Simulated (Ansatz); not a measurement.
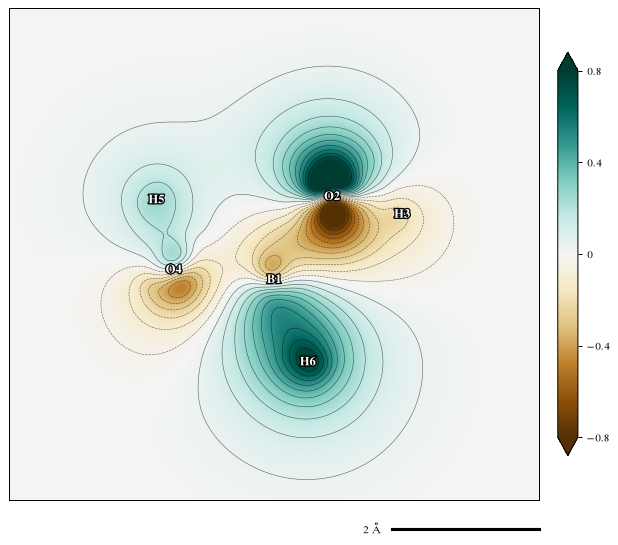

*BH3O2. The HOMO−1 on the molecular plane (values in Å⁻³ᐟ²; the overall sign is arbitrary).*

These are results of RKS PBE-D4/6-31G* (Ansatz), not measurements.

```
atom    x (Å)    y (Å)    z (Å)
   B  -0.0922  -0.1081  -0.0862
   O   0.0761  -0.3225   1.2647
   H  -0.7503  -0.1390   1.7482
   O   0.9601  -0.3141  -0.9350
   H   1.7456  -0.6074  -0.4277
   H  -1.1373   0.2578  -0.5667
```

> What is the character of this orbital?

Its weight (Hirshfeld) is mainly on O2 (about 40 %), H6 (about 25 %), B1 (about 25 %) and O4 (about 5 %); it is symmetric in the molecular plane (an in-plane orbital: σ, lone-pair or in-plane π type). Its energy is −7.69 eV.
